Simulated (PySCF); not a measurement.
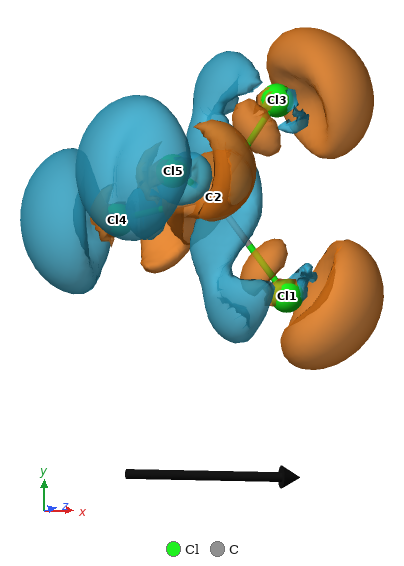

CCl₄, SMILES `ClC(Cl)(Cl)Cl`. Change of the electron density in a uniform field of 0.41 V/Å along +x (arrow), surfaces at ±0.004 e/Å³ (light blue: gain, orange: loss).

Computed with PySCF, TPSS/def2-TZVP, geometry: GFN2-xTB. No frequency check shows the geometry to be a minimum. A basis without diffuse functions makes polarisabilities too small. GFN2-xTB bond lengths at metals and heavier atoms can be off by up to 0.1 Å and shapes distorted, which carries into these values.

The calculation's input:

```python
import numpy as np
from pyscf import gto, scf, dft
from pyscf.scf import atom_ks, atom_hf
from scipy.linalg import block_diag

def solve(mol, dm0=None, hcore=None):
    mf = (dft.UKS if mol.spin else dft.RKS)(mol, xc='tpss')
    mf.grids.level = 3
    mf = mf.density_fit(auxbasis='def2-universal-jkfit')
    mf.conv_tol, mf.max_cycle = 1e-8, 80
    if hcore is not None:
        mf.get_hcore = lambda *args: hcore
    mf.kernel(dm0)
    if not mf.converged:
        mf = mf.newton().run(mf.mo_coeff, mf.mo_occ, max_cycle=30)
    assert mf.converged, 'SCF not converged'
    return mf

mol = gto.M(atom='''
Cl     1.02148    -1.42151     0.25565
C      0.00021    -0.00004     0.00011
Cl     1.02121     1.42171    -0.25568
Cl    -1.02137    -0.25580    -1.42136
Cl    -1.02140     0.25562     1.42136
''', basis='def2-tzvp', charge=0, spin=0, verbose=4)
field = np.array([-0.008, -0.0, -0.0])  # atomic units
mol.set_common_orig(mol.atom_charges() @ mol.atom_coords() / mol.atom_charges().sum())
mf = solve(mol)
out = dict(dm0=mf.make_rdm1(), d0=mf.dip_moment(unit='AU'), e0=mf.e_tot)
for name, sign in (('p', 1), ('m', -1)):
    h = mf.get_hcore() + sign * np.einsum('x,xij->ij', field, mol.intor('int1e_r'))
    mi = solve(mol, mf.make_rdm1(), h)
    out.update({'dm' + name: mi.make_rdm1(), 'd' + name: mi.dip_moment(unit='AU'), 'e' + name: mi.e_tot})
# spherically averaged free atoms, for the promolecule
atm = atom_ks.get_atm_nrks(mol, xc='tpss')
pro = block_diag(*[(atm[a[0]][2] * atm[a[0]][3]) @ atm[a[0]][2].T for a in mol._atom])
np.savez('result.npz', pro=pro, **out)
```

Command:

```sh
OMP_NUM_THREADS=1 python input.py
```

The run took 2.8 min on 1 thread of Arm Neoverse N1 (shared host), peak memory 0.73 GiB.

Partitions, critical points and surface values were worked out afterwards from this run's density.

The field was applied in both directions; the picture shows the one opposite to the script's first.

Question: How large is the response?

Answer: The induced dipole is 1.24 D (along the field); α along this axis, from the fields in both directions, is 61 bohr³ (9.0 Å³).
